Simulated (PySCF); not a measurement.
# C3H7Al (SMILES C=[CH][AlH][CH3]): levels of theory compared

We compute a comparison of 3 runs (MP2/ANO-RCC-MB, MP2/ANO-RCC-VDZ, MP2/ANO-RCC-VDZP) of C3H7Al. Input form: a Python script.

The results are computed with PySCF 2.14.0.

### Step 1. The molecule

C3H7Al: 11 atoms, total charge 0, spin state singlet. SMILES: `C=[CH][AlH][CH3]`. Geometry: relaxed at PBE0-D4/def2-TZVP. This is one conformer, not always the lowest.

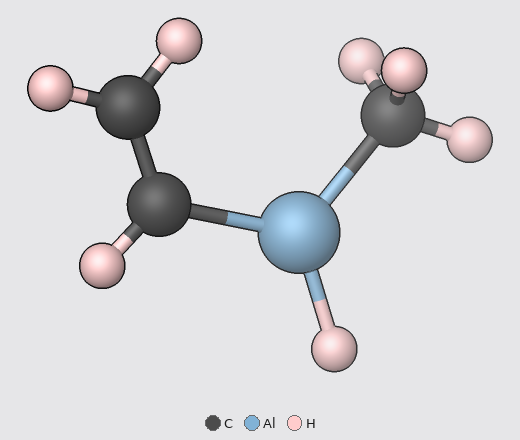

Viewed from a chosen angle; carbon dark grey, aluminium light blue, hydrogen pink.

### Step 2. The energy at MP2/ANO-RCC-MB (sfX2C) (run 1)

File job.py:

```python
from pyscf import gto, mp

molecule = gto.M(
    atom='''
C   -0.766700   1.712800   0.405900
C    0.021200   0.968100   1.187100
Al   0.696000  -0.749700   0.572700
C    0.194600  -1.366100  -1.212200
H   -1.056600   1.389000  -0.592200
H   -1.165100   2.679000   0.712100
H    0.255500   1.378500   2.170100
H    1.634200  -1.616700   1.522400
H    0.505800  -0.651400  -1.981500
H    0.638700  -2.333100  -1.459300
H   -0.892200  -1.467300  -1.304600
''',
    verbose=3,
    max_memory=1860,
    basis='ano-rcc-mb',
    spin=0,
)

mf = molecule.RHF()
mf = mf.sfx2c1e()
mf.conv_tol = 1e-10
mf.kernel()
if not mf.converged:
    mf = mf.newton().run(mf.mo_coeff, mf.mo_occ)

pt = mp.MP2(mf, frozen=8).run()
e_final = pt.e_tot
print('E(%s) = %.9f' % ('MP2', e_final))
```

Run with:

```console
OMP_NUM_THREADS=1 python job.py
```

The log of the run:

```text
converged SCF energy = -359.887258778835
E(RMP2) = -360.080618679548  E_corr = -0.193359900712943
E(SCS-RMP2) = -360.094222553403  E_corr = -0.206963774567657
E(MP2) = -360.080618680
```

Run time: 4.8 s. Hardware: 1 thread of Arm Neoverse V1, shared host; peak memory 0.15 GiB.

### Step 3. A single-point energy at MP2/ANO-RCC-VDZ (sfX2C) (run 2)

File input.py:

```python
from pyscf import gto, mp

mol = gto.M(
    atom=[
    ('C', (-0.766700, 1.712800, 0.405900)),
    ('C', (0.021200, 0.968100, 1.187100)),
    ('Al', (0.696000, -0.749700, 0.572700)),
    ('C', (0.194600, -1.366100, -1.212200)),
    ('H', (-1.056600, 1.389000, -0.592200)),
    ('H', (-1.165100, 2.679000, 0.712100)),
    ('H', (0.255500, 1.378500, 2.170100)),
    ('H', (1.634200, -1.616700, 1.522400)),
    ('H', (0.505800, -0.651400, -1.981500)),
    ('H', (0.638700, -2.333100, -1.459300)),
    ('H', (-0.892200, -1.467300, -1.304600)),
],
    verbose=3,
    spin=0,
    charge=0,
    max_memory=1860,
    basis='ano-rcc-vdz',
)

hf = mol.RHF()
hf = hf.sfx2c1e()
hf.conv_tol = 1e-10
hf.kernel()
if not hf.converged:
    hf = hf.newton().run(hf.mo_coeff, hf.mo_occ)

pt = mp.MP2(hf, frozen=8).run()
energy = pt.e_tot
print('Final energy', energy)
```

Run with:

```console
OMP_NUM_THREADS=1 python input.py
```

The log of the run:

```text
converged SCF energy = -360.008854428152
E(RMP2) = -360.311910060812  E_corr = -0.303055632660128
E(SCS-RMP2) = -360.317099015559  E_corr = -0.308244587407181
Final energy -360.3119100608117
```

It took 5.1 s on 1 thread of Arm Neoverse V1, shared host; peak memory 0.16 GiB.

### Step 4. A single-point energy at MP2/ANO-RCC-VDZP (sfX2C) (run 3)

File job.py:

```python
from pyscf import gto, scf, mp

molecule = gto.M(
    atom='''
C     -1.448853     3.236723     0.767040
C      0.040062     1.829444     2.243294
Al     1.315249    -1.416728     1.082246
C      0.367741    -2.581555    -2.290726
H     -1.996685     2.624830    -1.119096
H     -2.201720     5.062576     1.345674
H      0.482825     2.604987     4.100895
H      3.088190    -3.055120     2.876919
H      0.955823    -1.230968    -3.744492
H      1.206968    -4.408920    -2.757677
H     -1.686014    -2.772795    -2.465337
''',
    unit='bohr',
    spin=0,
    charge=0,
    max_memory=1860,
    basis='ano-rcc-vdzp',
    verbose=3,
)

mf = scf.RHF(molecule)
mf = mf.sfx2c1e()
mf.conv_tol = 1e-10
mf.kernel()
if not mf.converged:
    mf = mf.newton().run(mf.mo_coeff, mf.mo_occ)

pt = mp.MP2(mf, frozen=8).run()
e_final = pt.e_tot
print('Final energy', e_final)
```

Run with:

```console
OMP_NUM_THREADS=1 python job.py
```

The log of the run:

```text
converged SCF energy = -360.094916755675
E(RMP2) = -360.587005077173  E_corr = -0.492088321497815
E(SCS-RMP2) = -360.590427049616  E_corr = -0.495510293940812
Final energy -360.58700507717305
```

Wall time 25 s (1 thread of Arm Neoverse V1, shared host); peak memory 0.26 GiB.

### Step 5. The series

```
run                     level  energy (Eh)  dipole moment (D) of the reference  HOMO energy (eV)  LUMO energy (eV)  wall time
  1    MP2/ANO-RCC-MB (sfX2C)  -360.080619                                0.38            -11.43              1.22      4.8 s
  2   MP2/ANO-RCC-VDZ (sfX2C)  -360.311910                                0.79            -10.36              1.69      5.1 s
  3  MP2/ANO-RCC-VDZP (sfX2C)  -360.587005                                0.83            -10.21              1.96       25 s
```

### Step 6. Summary of results

```
                                          quantity          value
                               run 3: total energy  -360.58701 Eh
       run 3: dipole moment (Hartree–Fock density)         0.83 D
        run 3: HOMO energy (Hartree–Fock orbitals)      -10.21 eV
        run 3: LUMO energy (Hartree–Fock orbitals)        1.96 eV
      run 3: HOMO–LUMO gap (Hartree–Fock orbitals)       12.18 eV
run 3: correlation energy (8 core orbitals frozen)     -492.1 mEh
```

**Reading.** In run 1 the basis is minimal, so the values are rough. All runs together took 35 s, the longest 25 s.
